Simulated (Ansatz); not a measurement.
```xyz
6

Ga   -0.8446   -0.5816   -0.0694
H     1.9470   -0.2340    0.9066
N    -0.6400    0.9931   -0.7229
H     1.6217    0.3358    0.5018
H    -0.6806   -1.9397    0.6438
H    -1.4035    1.4265   -1.2599
```

All numbers below come from RKS PBE-D4/def2-SVPD in Ansatz.

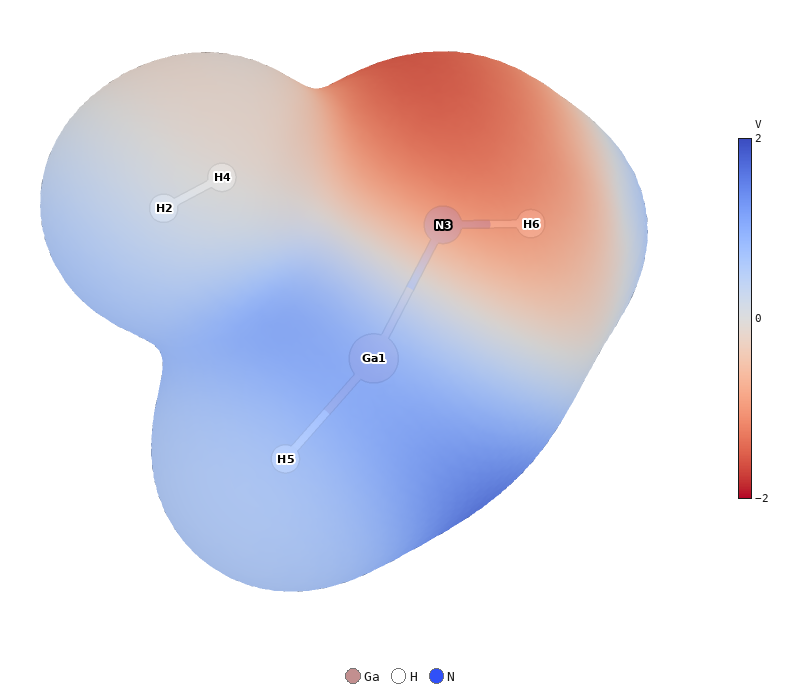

GaH2N···H2. The electrostatic potential painted on the density surface at 0.001 e/bohr³, seen at a tilt; red is negative and blue positive.

> Where is the surface potential most negative and most positive?

The most negative region (about −1.5 V, or −35 kcal/mol for a unit charge) lies over N3, the most positive (about +1.6 V, or +37 kcal/mol for a unit charge) over Ga1. N3 is the likeliest acceptor of a hydrogen bond.
